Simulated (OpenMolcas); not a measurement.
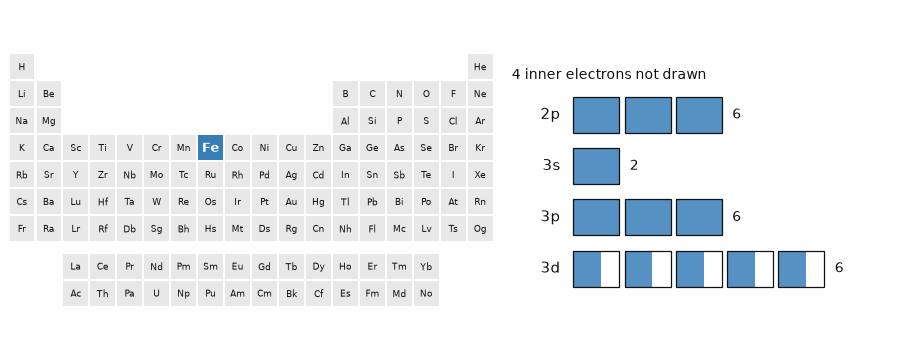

Left, the place of iron in the periodic table; right, the outer shells of the leading configuration of the lowest level: a box for each of the 2l + 1 orbitals, shaded by the share of the shell that is filled, with the electron count at the right.

**Run report: Fe²⁺ complex, multiconfigurational calculation (part 1 of 2)**

System: Fe²⁺ with 6 ligands (F; octahedron, 2.09 Å), neutralised by 6 outer point charges of +0.67 e, whose field is part of the energies.
Method: state-averaged CASSCF, active space 6 electrons in the shell 3d, basis ANO-RCC-VTZP on the metal and ANO-RCC-VDZP on the ligands, DKH2 scalar Hamiltonian, spin-orbit coupling by RASSI with atomic mean-field integrals (OpenMolcas).

## The input
```
&GATEWAY
Coord
7

Fe 0.0 0.0 0.0
F 2.090000 0.000000 0.000000
F 0.000000 2.090000 0.000000
F -2.090000 0.000000 0.000000
F 0.000000 -2.090000 0.000000
F 0.000000 0.000000 2.090000
F 0.000000 0.000000 -2.090000
Basis=Fe.ANO-RCC-VTZP,F.ANO-RCC-VDZP
Group=XYZ
NoMove
AngMom=0.0 0.0 0.0
AMFI
RICD
XField
3 Angstrom 0
4.690000 0.000000 0.000000 0.666667
0.000000 4.690000 0.000000 0.666667
0.000000 0.000000 4.690000 0.666667
&SEWARD
&RASSCF
FileOrb=start.orb
Symmetry=1
Spin=5
nActEl=6 0 0
Inactive=18 21
Ras2=5 0
CIRoot=5 5 1
SDav=5
CIMx=300
Iter=150 100
PrWF=0.3
OrbListing=Nothing
MaxOrb=0
LevShft=1.0
>>> COPY $Project.JobIph JOB001
&RASSCF
FileOrb=start.orb
Symmetry=1
Spin=3
nActEl=6 0 0
Inactive=18 21
Ras2=5 0
CIRoot=45 45 1
SDav=45
CIMx=300
Iter=150 100
PrWF=0.3
OrbListing=Nothing
MaxOrb=0
LevShft=1.0
>>> COPY $Project.JobIph JOB002
&RASSCF
FileOrb=start.orb
Symmetry=1
Spin=1
nActEl=6 0 0
Inactive=18 21
Ras2=5 0
CIRoot=50 50 1
SDav=50
CIMx=300
Iter=150 100
PrWF=0.3
OrbListing=Nothing
MaxOrb=0
LevShft=1.0
>>> COPY $Project.JobIph JOB003
&RASSI
NrOfJobIphs=3 5 45 50
1 2 3 4 5
1 2 3 4 5 6 7 8 9 10 11 12 13 14 15 16 17 18 19 20 21 22 23 24 25 26 27
28 29 30 31 32 33 34 35 36 37 38 39 40 41 42 43 44 45
1 2 3 4 5 6 7 8 9 10 11 12 13 14 15 16 17 18 19 20 21 22 23 24 25 26 27
28 29 30 31 32 33 34 35 36 37 38 39 40 41 42 43 44 45 46 47 48 49 50
IphNames
JOB001
JOB002
JOB003
EJob
SpinOrbit
DIPRint=1.0
SOCoupling=1000.0
Subsets=2
Property=9
'ANGMOM' 1 'ANGMOM' 2 'ANGMOM' 3 'MLTPL  1' 1 'MLTPL  1' 2 'MLTPL  1' 3
'AMFI' 1 'AMFI' 2 'AMFI' 3
SOProperty=3
'ANGMOM' 1 'ANGMOM' 2 'ANGMOM' 3
```

The file start.orb holds starting orbitals from an earlier step. A driver script formed the levels outside the program, from RASSI's spin-orbit matrix and the active-space energies, averaged over the components of each term or state.

Launched with:
```bash
OMP_NUM_THREADS=1 MOLCAS_MEM=2457 MOLCAS_PROJECT=a pymolcas a.inp > a.log  # once for each step of the input, in one work folder
```

## The program's output (extracts)
```
--- SEWARD ---
Basis set label: FE.ANO-RCC...6S5P3D2F1G.

      Electronic valence basis set:
      ------------------
      Associated Effective Charge  26.000000 au
      Associated Actual Charge     26.000000 au
      Nuclear Model: Point charge

      Shell  nPrim  nBasis  Cartesian Spherical Contaminant
         s      21       6        X
         p      15       5        X
         d      10       3                 X
         f       6       2                 X
         g       4       1                 X
                  Relativistic Douglas-Kroll-Hess integrals:
                    - DKH order of Hamiltonian: 2
                    - DKH order of Properties : 0
                  Atomic mean-field integrals
--- RASSCF ---
Wave function specifications:
      -----------------------------

      Number of closed shell electrons          78
      Number of electrons in active shells       6
      Max number of holes in RAS1 space          0
      Max nr of electrons in RAS3 space          0
      Number of inactive orbitals               39
      Number of active orbitals                  5
      Number of secondary orbitals              99
      Spin quantum number                      2.0
      State symmetry                             1
Orbital specifications:
      -----------------------

      Symmetry species                           1   2
                                                ag  au
      Frozen orbitals                            0   0
      Inactive orbitals                         18  21
      Active orbitals                            5   0
      RAS1 orbitals                              0   0
      RAS2 orbitals                              5   0
      RAS3 orbitals                              0   0
      Secondary orbitals                        49  50
      Deleted orbitals                           0   0
      Number of basis functions                 72  71
      Number of CSFs                             5
      Number of root(s) required                 5
      Iter CI   SX   CI       RASSCF       Energy    max ROT     max BLB   max BLB  Level Ln srch  Step   QN
          iter iter root      energy       change     param      element    value   shift minimum  type update
 Nr of preliminary CI iterations:   1
      Total energies have been shifted. Add                -1000.00 au
        1   1   14    0  -869.23192011    0.00E+00   5.91E-02   10  47 2 -3.50E-01*  0.92   0.00    SX    NO
        2   1   14    0  -869.96965911   -7.38E-01* -2.34E-02   21  44 2 -6.70E-02*  0.96   0.00    SX    NO
        3   1   13    0  -870.01224376   -4.26E-02* -8.83E-03    5  46 1  3.97E-02*  0.96   0.00    SX    NO
        4   1   12    0  -870.01863211   -6.39E-03*  4.38E-03   21  44 2 -1.63E-02*  0.98   0.00    SX    NO
        5   1   12    0  -870.02052424   -1.89E-03*  6.16E-03    6  30 1 -1.07E-02*  0.98   2.48    LS   YES
        6   1   11    0  -870.02157571   -1.05E-03*  2.31E-03    5  33 2 -6.26E-03*  0.98   1.06    QN   YES
        7   1   11    0  -870.02186169   -2.86E-04*  2.63E-03    5  46 1 -3.83E-03*  0.98   2.16    LS   YES
        8   1   11    0  -870.02197745   -1.16E-04* -1.23E-03    6  34 2  6.17E-03*  0.98   1.02    QN   YES
        9   1   10    0  -870.02204295   -6.55E-05* -5.97E-04    6  45 1 -1.21E-03*  0.98   1.10    QN   YES
       10   1    9    0  -870.02205395   -1.10E-05* -4.96E-04    6  45 1 -8.18E-04*  0.98   1.83    LS   YES
       11   1    9    0  -870.02205660   -2.65E-06*  2.56E-04    8  45 2  5.89E-04*  0.97   0.95    QN   YES
       12   1    8    0  -870.02205896   -2.36E-06*  1.84E-04    6  45 1 -3.55E-04*  0.98   1.72    LS   YES
       13   1    8    0  -870.02205946   -4.96E-07* -1.60E-04   15  64 1 -3.58E-04*  0.98   1.00    QN   YES
       14   1    8    0  -870.02205994   -4.80E-07* -1.66E-04    6  45 1 -1.48E-04*  0.98   2.04    LS   YES
       15   1    8    0  -870.02206013   -1.88E-07* -2.34E-05   15  64 1  7.48E-05   0.98   1.00    QN   YES
       16   1    7    0  -870.02206017   -4.42E-08* -1.86E-05   15  64 1  3.05E-05   0.98   1.79    LS   YES
       17   1    7    0  -870.02206018   -1.07E-08*  9.29E-06    4  46 1  3.30E-05   0.98   0.99    QN   YES
       18   1    6    0  -870.02206019   -5.34E-09  -6.04E-06    6  44 2  1.01E-05   0.98   1.41    QN   YES
      Convergence after 18 iterations
       19   1    6    0  -870.02206019   -1.15E-09  -6.04E-06   13  32 1  3.51E-06   0.98   1.41    QN   YES
      Natural orbitals and occupation numbers for root  1
      sym 1:   1.000000   1.000000   1.000000   2.000000   1.000000
      Natural orbitals and occupation numbers for root  2
      sym 1:   2.000000   1.000000   1.000000   1.000000   1.000000
      Natural orbitals and occupation numbers for root  3
      sym 1:   1.000000   2.000000   1.000000   1.000000   1.000000
::    RASSCF root number  1 Total energy:  -1870.03392068
::    RASSCF root number  2 Total energy:  -1870.03392068
::    RASSCF root number  3 Total energy:  -1870.03392068
::    RASSCF root number  4 Total energy:  -1870.00426945
::    RASSCF root number  5 Total energy:  -1870.00426945
--- RASSCF ---
Wave function specifications:
      -----------------------------

      Number of closed shell electrons          78
      Number of electrons in active shells       6
      Max number of holes in RAS1 space          0
      Max nr of electrons in RAS3 space          0
      Number of inactive orbitals               39
      Number of active orbitals                  5
      Number of secondary orbitals              99
      Spin quantum number                      1.0
      State symmetry                             1
Orbital specifications:
      -----------------------

      Symmetry species                           1   2
                                                ag  au
      Frozen orbitals                            0   0
      Inactive orbitals                         18  21
      Active orbitals                            5   0
      RAS1 orbitals                              0   0
      RAS2 orbitals                              5   0
      RAS3 orbitals                              0   0
      Secondary orbitals                        49  50
      Deleted orbitals                           0   0
      Number of basis functions                 72  71
      Number of CSFs                            45
      Number of root(s) required                45
      Iter CI   SX   CI       RASSCF       Energy    max ROT     max BLB   max BLB  Level Ln srch  Step   QN
          iter iter root      energy       change     param      element    value   shift minimum  type update
 Nr of preliminary CI iterations:   1
      Total energies have been shifted. Add                -1000.00 au
        1   1   10    0  -869.86714494    0.00E+00   6.64E-03   21  27 1 -1.89E-02*  0.97   0.00    SX    NO
        2   1   10    0  -869.86802451   -8.80E-04* -4.08E-03    7  32 2 -1.14E-02*  0.96   0.00    SX    NO
        3   1   10    0  -869.86821046   -1.86E-04*  1.92E-03   22  28 1 -3.18E-03*  0.96   0.00    SX    NO
        4   1    9    0  -869.86825727   -4.68E-05* -1.14E-03    7  32 2 -1.65E-03*  0.96   0.00    SX    NO
        5   1    9    0  -869.86827036   -1.31E-05* -1.16E-03   22  28 1 -7.37E-04*  0.96   2.02    LS   YES
        6   1    9    0  -869.86827489   -4.53E-06*  2.73E-04    7  32 2  1.18E-03*  0.96   1.01    QN   YES
        7   1    8    0  -869.86827592   -1.03E-06*  4.93E-05   23  29 1  2.11E-04*  0.96   0.87    QN   YES
        8   1    7    0  -869.86827605   -1.25E-07*  3.71E-05   10  24 1  7.21E-05   0.96   1.30    QN   YES
        9   1    6    0  -869.86827609   -4.54E-08* -1.60E-05   21  27 1 -2.57E-05   0.96   1.19    QN   YES
       10   1    6    0  -869.86827610   -6.84E-09   6.15E-06   23  29 1 -1.95E-05   0.96   1.45    QN   YES
      Convergence after 10 iterations
       11   1    6    0  -869.86827610   -1.66E-09   6.15E-06   23  29 1 -4.66E-06   0.96   1.45    QN   YES
      Natural orbitals and occupation numbers for root  1
      sym 1:   1.062242   0.102038   1.895968   1.895966   1.043786
      Natural orbitals and occupation numbers for root  2
      sym 1:   1.895965   0.102039   1.895968   1.043786   1.062243
      Natural orbitals and occupation numbers for root  3
      sym 1:   1.895968   1.895967   1.062241   1.043788   0.102037
::    RASSCF root number  1 Total energy:  -1869.94998738
::    RASSCF root number  2 Total energy:  -1869.94998738
::    RASSCF root number  3 Total energy:  -1869.94998738
::    RASSCF root number  4 Total energy:  -1869.93784381
::    RASSCF root number  5 Total energy:  -1869.93784381
::    RASSCF root number  6 Total energy:  -1869.93784381
::    RASSCF root number  7 Total energy:  -1869.92794099
::    RASSCF root number  8 Total energy:  -1869.92794099
::    RASSCF root number  9 Total energy:  -1869.92794099
::    RASSCF root number 10 Total energy:  -1869.91668949
::    RASSCF root number 11 Total energy:  -1869.91668949
::    RASSCF root number 12 Total energy:  -1869.91507714
::    RASSCF root number 13 Total energy:  -1869.91507714
::    RASSCF root number 14 Total energy:  -1869.91507714
::    RASSCF root number 15 Total energy:  -1869.91275311
::    RASSCF root number 16 Total energy:  -1869.91275311
::    RASSCF root number 17 Total energy:  -1869.91275311
::    RASSCF root number 18 Total energy:  -1869.89751224
::    RASSCF root number 19 Total energy:  -1869.89699249
::    RASSCF root number 20 Total energy:  -1869.89699249
::    RASSCF root number 21 Total energy:  -1869.89699249
::    RASSCF root number 22 Total energy:  -1869.89532490
::    RASSCF root number 23 Total energy:  -1869.89532490
::    RASSCF root number 24 Total energy:  -1869.89532490
::    RASSCF root number 25 Total energy:  -1869.89012667
::    RASSCF root number 26 Total energy:  -1869.89012667
::    RASSCF root number 27 Total energy:  -1869.87891041
::    RASSCF root number 28 Total energy:  -1869.87005428
::    RASSCF root number 29 Total energy:  -1869.87005428
::    RASSCF root number 30 Total energy:  -1869.87005428
--- RASSCF ---
Wave function specifications:
      -----------------------------

      Number of closed shell electrons          78
      Number of electrons in active shells       6
      Max number of holes in RAS1 space          0
      Max nr of electrons in RAS3 space          0
      Number of inactive orbitals               39
      Number of active orbitals                  5
      Number of secondary orbitals              99
      Spin quantum number                      0.0
      State symmetry                             1
Orbital specifications:
      -----------------------

      Symmetry species                           1   2
                                                ag  au
      Frozen orbitals                            0   0
      Inactive orbitals                         18  21
      Active orbitals                            5   0
      RAS1 orbitals                              0   0
      RAS2 orbitals                              5   0
      RAS3 orbitals                              0   0
      Secondary orbitals                        49  50
      Deleted orbitals                           0   0
      Number of basis functions                 72  71
      Number of CSFs                            50
      Number of root(s) required                50
      Iter CI   SX   CI       RASSCF       Energy    max ROT     max BLB   max BLB  Level Ln srch  Step   QN
          iter iter root      energy       change     param      element    value   shift minimum  type update
 Nr of preliminary CI iterations:   1
      Total energies have been shifted. Add                -1000.00 au
        1   1   10    0  -869.79197109    0.00E+00   2.60E-03   23  29 1 -7.04E-03*  0.95   0.00    SX    NO
        2   1   10    0  -869.79220739   -2.36E-04*  1.82E-03    9  32 2 -5.69E-03*  0.95   0.00    SX    NO
        3   1    9    0  -869.79226189   -5.45E-05* -8.92E-04   19  25 1 -1.30E-03*  0.95   0.00    SX    NO
        4   1    9    0  -869.79227675   -1.49E-05*  5.46E-04    9  32 2 -8.43E-04*  0.95   0.00    SX    NO
        5   1    8    0  -869.79228119   -4.44E-06*  6.07E-04   19  25 1 -3.19E-04*  0.95   2.12    LS   YES
        6   1    8    0  -869.79228290   -1.70E-06*  1.18E-04    9  32 2  7.07E-04*  0.95   1.00    QN   YES
        7   1    7    0  -869.79228323   -3.33E-07*  2.28E-05    7  34 2 -9.54E-05   0.95   0.84    QN   YES
        8   1    7    0  -869.79228328   -5.41E-08*  1.35E-05   15  49 1  3.16E-05   0.95   1.11    QN   YES
        9   1    6    0  -869.79228329   -1.16E-08* -7.80E-06   14  51 1 -1.35E-05   0.95   1.36    QN   YES
       10   1    5    0  -869.79228330   -2.59E-09  -3.52E-06   23  29 1 -8.73E-06   0.95   1.36    QN   YES
      Convergence after 10 iterations
       11   1    5    0  -869.79228330   -5.64E-10  -3.52E-06   23  29 1 -2.69E-06   0.95   1.36    QN   YES
      Natural orbitals and occupation numbers for root  1
      sym 1:   1.935027   0.097459   1.935027   0.097459   1.935027
      Natural orbitals and occupation numbers for root  2
      sym 1:   1.769320   0.264370   1.191697   0.821636   1.952977
      Natural orbitals and occupation numbers for root  3
      sym 1:   1.188204   0.261320   1.951790   0.824671   1.774015
::    RASSCF root number  1 Total energy:  -1869.92413945
::    RASSCF root number  2 Total energy:  -1869.90406141
::    RASSCF root number  3 Total energy:  -1869.90406141
::    RASSCF root number  4 Total energy:  -1869.90406141
::    RASSCF root number  5 Total energy:  -1869.88518893
::    RASSCF root number  6 Total energy:  -1869.88518893
::    RASSCF root number  7 Total energy:  -1869.88518893
::    RASSCF root number  8 Total energy:  -1869.87558735
::    RASSCF root number  9 Total energy:  -1869.87558735
::    RASSCF root number 10 Total energy:  -1869.87130527
::    RASSCF root number 11 Total energy:  -1869.86454835
::    RASSCF root number 12 Total energy:  -1869.86454835
::    RASSCF root number 13 Total energy:  -1869.86454835
::    RASSCF root number 14 Total energy:  -1869.86278178
::    RASSCF root number 15 Total energy:  -1869.86241231
::    RASSCF root number 16 Total energy:  -1869.86241231
::    RASSCF root number 17 Total energy:  -1869.86241231
::    RASSCF root number 18 Total energy:  -1869.84841904
::    RASSCF root number 19 Total energy:  -1869.84841904
::    RASSCF root number 20 Total energy:  -1869.84261675
::    RASSCF root number 21 Total energy:  -1869.84261675
::    RASSCF root number 22 Total energy:  -1869.84261675
::    RASSCF root number 23 Total energy:  -1869.83386261
::    RASSCF root number 24 Total energy:  -1869.83386261
::    RASSCF root number 25 Total energy:  -1869.83386261
::    RASSCF root number 26 Total energy:  -1869.82507410
::    RASSCF root number 27 Total energy:  -1869.80779379
::    RASSCF root number 28 Total energy:  -1869.80779378
::    RASSCF root number 29 Total energy:  -1869.79713323
::    RASSCF root number 30 Total energy:  -1869.78925999
```

(Continued in part 2.) Outcome of the run: converged.
